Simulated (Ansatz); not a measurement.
## What a change does: band-structure calculation on ZnBrF

System: ZnBrF (slab, 3 atoms in the cell).
Method of run 1: DFT, r2SCAN, plane waves, PAW, no spin polarisation (Ansatz 0.2.0).

The geometry comes from this level: r2SCAN. Text and figures count atoms from 1; the logs count them from 0 in places.

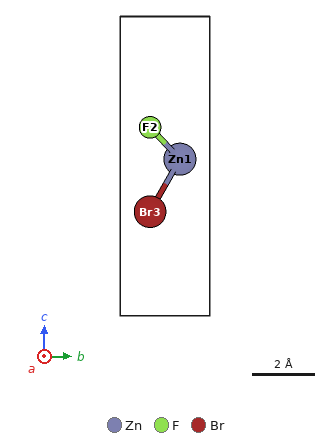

Fig. 1: The structure as given in the input (ball-and-stick view of the cell of the calculation, with the vacuum cut short, along the a axis; atoms are numbered from 1 in the order of the input).

## Input, run 1
```yaml
crystal:
  lattice:
    - [3.3688881279, 0.0, 0.0]
    - [-1.6844440639, 2.9175427012, 0.0]
    - [0.0, 0.0, 28.9511683168]
  atoms:
    - { symbol: Zn, position: [0.3333333333, 0.6666666667, 0.3186099787] }
    - { symbol: F, position: [0.6666666667, 0.3333333333, 0.3544543383] }
    - { symbol: Br, position: [0.6666666667, 0.3333333333, 0.2595405335] }
  periodic: [true, true, false]
kpoints:
  mp_grid: { grid: [12, 12, 1] }
  band_path:
    path: [[0.0, 0.0, 0.0], [0.5, 0.0, 0.0], [0.3333333333, 0.3333333333, 0.0]]
    npoints: 1
hamiltonian:
  xc: r2scan
scf:
  occupations: { method: fixed }
  n_extra_bands: 4
output:
  forces: true
  stress: true
  eigenvalues: true
```

Launched with:
```bash
ansatz run input.yaml --threads 2 --pin off --max-ram 2764MiB --backend cpu --events-out ev --progress --plain --runs-dir out
```

Hardware: 2 threads of Arm Neoverse V1, 24 GiB of memory available, shared host.

## Output, shortened to warnings, some set-up lines, iterations and results (run 1)
```
Basis set: ecut = 500 eV, 7197 PW (Γ), exchange–correlation on 100×100×864 points (64 copies of the dense FFT grid, shifted against one another)
Symmetry: 6 space group operations
k-points: 19 of 144 (time reversal used)
Initial density: superposition of atomic densities (neutral atoms: chi_scale 0, normalization atom), corrected by the library's trained network
[...]
SCF iter   1: F=—  HF=-6929.442991 eV  |F-HF|=—  |Δ(HF+E_count)|=         —  Δρ=6.32e-3  dr2=7.29e-2  dr2_τ=3.13e-2  ethr=1.77e-3  ⟨swp⟩=7.8  Hψ=2069  notcnv=0  defer=37
SCF iter   2: F=—  HF=-6929.453632 eV  |F-HF|=—  |Δ(HF+E_count)|=   1.06e-2  Δρ=2.65e-3  dr2=1.43e-2  dr2_τ=1.58e-3  ethr=2.80e-4  ⟨swp⟩=3.1  Hψ=940  notcnv=0  defer=38
SCF iter   3: F=—  HF=-6929.452227 eV  |F-HF|=—  |Δ(HF+E_count)|=   1.40e-3  Δρ=1.37e-3  dr2=9.07e-3  dr2_τ=2.46e-4  ethr=5.51e-5  ⟨swp⟩=3.8  Hψ=734  notcnv=0  defer=38
SCF iter   4: F=—  HF=-6929.451533 eV  |F-HF|=—  |Δ(HF+E_count)|=   6.94e-4  Δρ=8.31e-4  dr2=1.83e-3  dr2_τ=3.39e-5  ethr=3.49e-5  ⟨swp⟩=3.8  Hψ=679  notcnv=0  defer=38
SCF iter   5: F=—  HF=-6929.451508 eV  |F-HF|=—  |Δ(HF+E_count)|=   2.52e-5  Δρ=3.57e-4  dr2=2.27e-4  dr2_τ=5.67e-6  ethr=7.04e-6  ⟨swp⟩=3.4  Hψ=588  notcnv=0  defer=38
SCF iter   6: F=—  HF=-6929.451581 eV  |F-HF|=—  |Δ(HF+E_count)|=   7.33e-5  Δρ=8.22e-5  dr2=2.17e-5  dr2_τ=1.08e-6  ethr=8.73e-7  ⟨swp⟩=3.7  Hψ=741  notcnv=0  defer=38
SCF iter   7: F=—  HF=-6929.451635 eV  |F-HF|=—  |Δ(HF+E_count)|=   5.39e-5  Δρ=2.14e-5  dr2=6.71e-7  dr2_τ=4.47e-8  ethr=8.34e-8  ⟨swp⟩=2.6  Hψ=619  notcnv=0  defer=38
SCF iter   8: F=-6929.451636 eV  HF=-6929.451636 eV  |F-HF|=1.50e-8  |Δ(HF+E_count)|=   4.58e-7  Δρ=3.01e-6  dr2=4.46e-8  dr2_τ=2.96e-9  ethr=3.85e-10  ⟨swp⟩=21.0  Hψ=3426  …
SCF 1 converged in 8 iterations: F = -6929.451636 eV  dr2 = 4.46e-8
NSCF: frozen V_eff on 3 k-points
SCF converged after 8 iterations
Free energy (F): -6929.451636 eV
Harris-Foulkes:  -6929.451636 eV  (|F-HF|=1.50e-8)
Internal energy: -6929.451636 eV  (E = F + TS)
E sigma→0 (E₀):  -6929.451636 eV
Fermi energy:    -6.476956 eV
--- Per-component energies (eV) ---
  E_band       = -356.850617
  E_kinetic    = 471.878143
  E_local      = -39657.785258  (includes V_loc(G=0)·N_el)
  E_nonlocal   = 767.714427
  E_hartree    = 19413.512150
  E_xc         = -451.799841
  E_vxc        = -281.261623  (∫ρ·V_xc dr)
  E_paw        = -4329.665812  (= ΣΔE_a)
  E_vpaw       = -501.433281  (= ΣTr[D̂ρ^β])
  E_aug_tail   = 0.000928  (compensation charges beyond the density's cutoff)
  E_vtau       = 17.010583  (kinetic-family band-sum trace: ∫τ·v_τ [+ j·A + Jᵃ·Aᵃ] dr)
  E_ewald      = 16857.065829
  E_core_change = -0.372204  (= ΣΔE_core)
  E_smearing   = -0.000000  (= −TS)
  E_closure    = -0.000000  (closes the sum)
  Σ components = -6929.451636   (vs F -6929.451636, Δ=0.00e0)
--- Forces (eV/Å), atoms counted from 1 ---
  atom   1  Zn     0.00000000     0.00000000     0.00053896
  atom   2  F      0.00000000     0.00000000    -0.00016707
  atom   3  Br    -0.00000000    -0.00000000    -0.00036579
  max |Σ_I F_I| component: 6.09e-6 eV/Å
--- 2D stress c σ (N/m, compression-positive) ---
        0.001398       0.000000       0.000000
        0.000000       0.001398       0.000000
        0.000000       0.000000       0.000000
  P = ½ c Tr σ = 0.0014 N/m
  ° read free of the cell's end (the report's vacuum.weakly_bound_levels)
```

For run 2 the input was changed thus:
```diff
-  xc: r2scan
+  xc: pbe
```

What does this change do to the results?

The total energies belong to different methods, so their difference says nothing on which is more stable or more accurate. The gap on the mesh goes from 1.68 to 1.24 eV. The largest force goes from 0.001 to 0.251 eV/Å. The functional changes from r2SCAN to PBE. The number of SCF iterations is the same. The default cutoff goes from 500 to 420 eV with the change. The plane waves at Γ go from 7197 to 5617. On the same kind of shared host run 2 took about 0.39 times as long.

## Output, shortened to warnings, some set-up lines, iterations and results (run 2)
```
Basis set: ecut = 420 eV, 5617 PW (Γ), exchange–correlation on 48×48×400 points (8 copies of the dense FFT grid, shifted against one another)
Symmetry: 6 space group operations
k-points: 19 of 144 (time reversal used)
Initial density: superposition of atomic densities (neutral atoms: chi_scale 0, normalization atom), corrected by the library's trained network
[...]
SCF iter   1: F=—  HF=-6911.414904 eV  |F-HF|=—  |Δ(HF+E_count)|=         —  Δρ=1.80e-3  dr2=1.82e-2  ethr=1.77e-3  ⟨swp⟩=7.8  Hψ=2045  notcnv=0  defer=36
SCF iter   2: F=—  HF=-6911.416558 eV  |F-HF|=—  |Δ(HF+E_count)|=   1.65e-3  Δρ=1.37e-3  dr2=2.08e-2  ethr=6.99e-5  ⟨swp⟩=5.0  Hψ=1045  notcnv=0  defer=38
SCF iter   3: F=—  HF=-6911.414642 eV  |F-HF|=—  |Δ(HF+E_count)|=   1.92e-3  Δρ=9.31e-4  dr2=7.49e-3  ethr=6.99e-5  ⟨swp⟩=4.7  Hψ=580  notcnv=0  defer=38
SCF iter   4: F=—  HF=-6911.414048 eV  |F-HF|=—  |Δ(HF+E_count)|=   5.94e-4  Δρ=3.76e-4  dr2=1.17e-3  ethr=2.88e-5  ⟨swp⟩=3.4  Hψ=683  notcnv=0  defer=38
SCF iter   5: F=—  HF=-6911.414218 eV  |F-HF|=—  |Δ(HF+E_count)|=   1.71e-4  Δρ=7.71e-5  dr2=6.64e-5  ethr=4.52e-6  ⟨swp⟩=3.7  Hψ=546  notcnv=0  defer=38
SCF iter   6: F=—  HF=-6911.414233 eV  |F-HF|=—  |Δ(HF+E_count)|=   1.48e-5  Δρ=2.62e-5  dr2=1.69e-6  ethr=2.55e-7  ⟨swp⟩=3.5  Hψ=718  notcnv=0  defer=38
SCF iter   7: F=—  HF=-6911.414239 eV  |F-HF|=—  |Δ(HF+E_count)|=   5.73e-6  Δρ=8.12e-6  dr2=1.26e-7  ethr=6.49e-9  ⟨swp⟩=2.9  Hψ=718  notcnv=0  defer=38
SCF iter   8: F=-6911.414239 eV  HF=-6911.414239 eV  |F-HF|=2.40e-8  |Δ(HF+E_count)|=   3.41e-7  Δρ=3.50e-6  dr2=1.82e-8  ethr=3.85e-10  ⟨swp⟩=20.2  Hψ=3224  notcnv=0
SCF 1 converged in 8 iterations: F = -6911.414239 eV  dr2 = 1.82e-8
NSCF: frozen V_eff on 3 k-points
SCF converged after 8 iterations
Free energy (F): -6911.414239 eV
Harris-Foulkes:  -6911.414239 eV  (|F-HF|=2.40e-8)
Internal energy: -6911.414239 eV  (E = F + TS)
E sigma→0 (E₀):  -6911.414239 eV
Fermi energy:    -6.182390 eV
--- Per-component energies (eV) ---
  E_band       = -341.546049
  E_kinetic    = 470.043470
  E_local      = -39649.224105  (includes V_loc(G=0)·N_el)
  E_nonlocal   = 764.547789
  E_hartree    = 19406.698834
  E_xc         = -479.347051
  E_vxc        = -255.114932  (∫ρ·V_xc dr)
  E_paw        = -4281.200747  (= ΣΔE_a)
  E_vpaw       = -485.204252  (= ΣTr[D̂ρ^β])
  E_aug_tail   = 0.001741  (compensation charges beyond the density's cutoff)
  E_ewald      = 16857.065829
  E_smearing   = -0.000000  (= −TS)
  E_closure    = -0.000000  (closes the sum)
  Σ components = -6911.414239   (vs F -6911.414239, Δ=0.00e0)
--- Forces (eV/Å), atoms counted from 1 ---
  atom   1  Zn     0.00000000     0.00000000     0.00374162
  atom   2  F      0.00000000     0.00000000     0.24745196
  atom   3  Br    -0.00000000    -0.00000000    -0.25120992
  max |Σ_I F_I| component: 1.63e-5 eV/Å
--- 2D stress c σ (N/m, compression-positive) ---
        1.362649       0.000000       0.000000
        0.000000       1.362649       0.000000
        0.000000       0.000000       0.000000
  P = ½ c Tr σ = 1.3626 N/m
  ° read free of the cell's end (the report's vacuum.weakly_bound_levels)
```

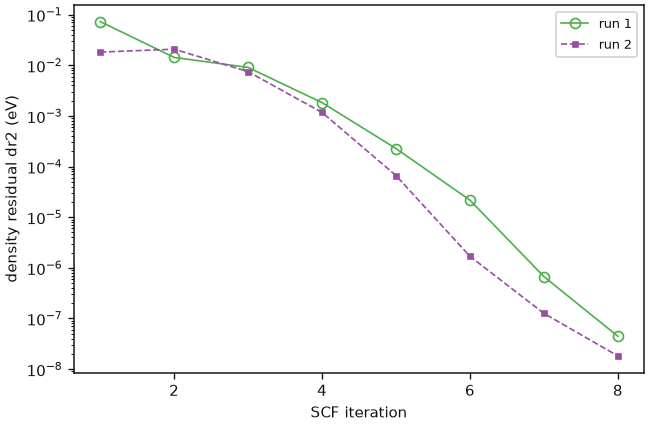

Fig. 2: Convergence of the two runs: density residual dr2 against the SCF iteration. Run 1 takes 8 iterations in all, and run 2 takes 8.

## The two runs side by side

```csv
quantity,run 1,run 2
outcome,converged,converged
free energy per atom (eV),−2309.8172,−2303.8047
gap on the mesh (eV),1.68,1.24
largest force (eV/Å),0.001,0.251
SCF iterations,8,8
irreducible k-points,19,19
plane waves at Γ,7197,5617
wall time (shared host),17 s,6.8 s
```
